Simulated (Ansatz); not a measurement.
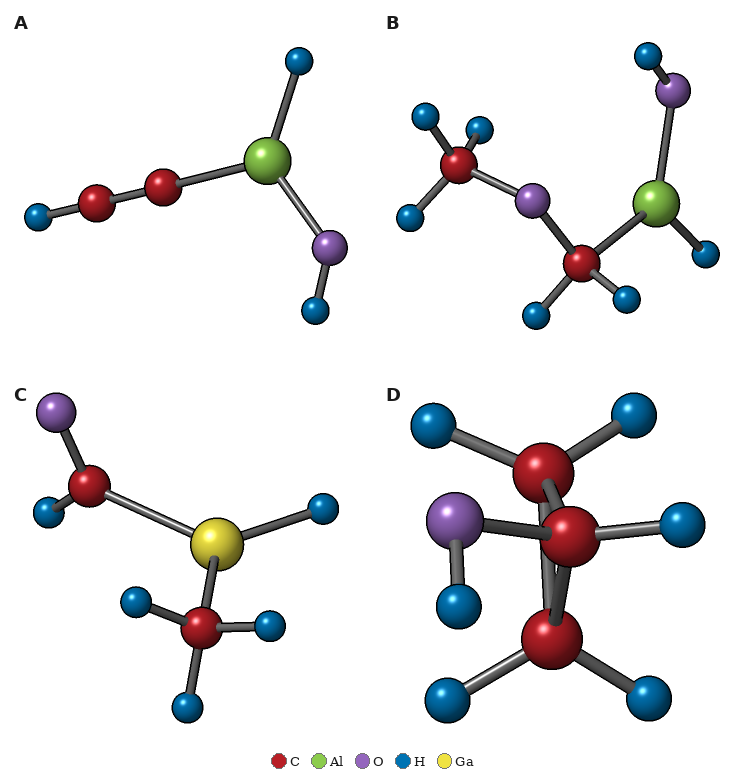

```sh
ansatz run in.yaml --threads 2 --pin off --events-out ev --progress --plain --max-ram 4352MiB
```

```yaml
crystal:
  periodic: [false, false, false]
  atoms:
    - {symbol: C, position_ang: [-1.812274, -1.066091, -0.321116]}
    - {symbol: C, position_ang: [-0.872745, -0.372754, -0.001850]}
    - {symbol: Al, position_ang: [0.596201, 0.726636, 0.515228]}
    - {symbol: O, position_ang: [2.071513, 0.578010, -0.296890]}
    - {symbol: H, position_ang: [-2.641308, -1.676301, -0.601266]}
    - {symbol: H, position_ang: [0.505174, 1.779893, 1.674323]}
    - {symbol: H, position_ang: [2.214639, -0.037495, -1.014128]}
basis:
  gaussian: {orbitals: def2-TZVPP}
hamiltonian: {xc: {name: wB97M-V}}
output: {forces: true, orbitals: {seedname: orbitals}}
```

Question: Which picture belongs to the input above?

Answer: A. The file holds C2H3AlO, `C#[C][AlH][OH]`.
